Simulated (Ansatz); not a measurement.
SnNH3S2 (SMILES [NH2][SnH]1[S][S]1): methods side by side

SnNH3S2 has 7 atoms, charge 0, and is taken as a singlet. SMILES: `[NH2][SnH]1[S][S]1`. Geometry: relaxed at PBE0-D4/def2-TZVP. This is one conformer, not always the lowest.

Quantity: the vertical ionisation energy (to the doublet cation), in eV. The values are calculated.

| level | kind | program | value (eV) |
| --- | --- | --- | --- |
| HF/def2-SVP (core potential) | Hartree–Fock | Ansatz | 7.58 |
| PBE/def2-SVP (core potential) | GGA | Ansatz | 7.76 |
| B3LYP/def2-SVP (core potential) | global hybrid | Ansatz | 7.92 |
| BHLYP/def2-SVP (core potential) | global hybrid | Ansatz | 8.03 |
| CAM-B3LYP/def2-SVP (core potential) | range-separated hybrid | Ansatz | 8.05 |
| wB97M-V/def2-SVP (core potential) | range-separated hybrid | Ansatz | 8.10 |
| wB97X/def2-SVP (core potential) | range-separated hybrid | Ansatz | 8.20 |
| CCSD/def2-SVP (core potential) | coupled cluster or CI | Ansatz | 7.74 |

Spin-orbit coupling is left out. The values span 7.58 to 8.20 eV. In the correlated wave-function rows the outer d shell of Sn is correlated, in sets not made for it.

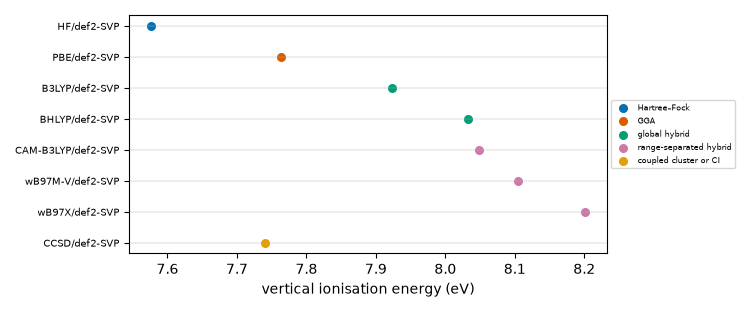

The values of the table, level by level.
